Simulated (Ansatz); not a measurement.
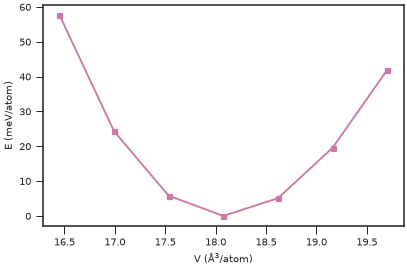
Figure: TiYS₂ in space group P-3m1 (No. 164; S on 2d, Ti on 1a, Y on 1b) under volume change, DFT-r²SCAN+D4 in the program Ansatz with PAW potentials, shape and atoms relaxed at each volume.

Q: What does a third-order Birch–Murnaghan fit give for V₀, B₀ and B′?

A: V₀ = 18.08 Å³/atom, B₀ = 107 GPa, B′ = 4.2.

The cell is a constructed one: a structure type filled with these elements; neither database checked (COD, Materials Project) lists it. Its standing as an ambient phase is unchecked. The r²SCAN+D4 relaxation kept the symmetry of its start; its stability against distortions is not shown here. The run is not spin-polarised.

Potentials: the later of the program's two PAW sets.
